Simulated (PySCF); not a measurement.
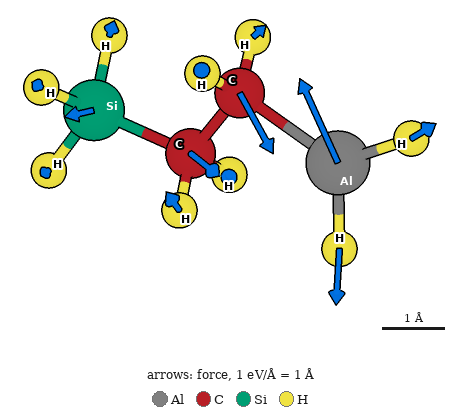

Starting geometry of C2H9AlSi with the computed forces as blue arrows. A ball-and-stick model, seen at a tilt.

The start comes from GFN2-xTB. Its atoms were then displaced at random by about 0.01 Å.

Theory: PBE0-D3(BJ)/def2-SVP geometry optimisation, gas phase (PySCF). 

What follows when this structure is relaxed?

It isn't relaxed: the largest force vector, on the Al atom, is 1.57 eV/Å. The final displacements have little in common with the starting forces (cosine between the two patterns 0.16). The energy falls by 24.9 kJ/mol in 6 geometry steps. An H atom moves most after the best rigid fit: 0.50 Å. By element the largest moves are H 0.50 Å, C 0.27 Å, Al 0.14 Å, Si 0.12 Å. Near-neighbour distances that change, for instance: Al–H 1.524 → 1.595 Å, Al–C 2.023 → 1.967 Å, C–Si 1.846 → 1.889 Å, Al–H 1.556 → 1.594 Å. Among the angles between lasting bonds that change: Al–C–C 100.0° → 117.0°, Al–C–H 116.2° → 107.3°, Al–C–H 115.3° → 107.0°. The run took 29 s on 1 thread of Arm Neoverse V1 (shared host).
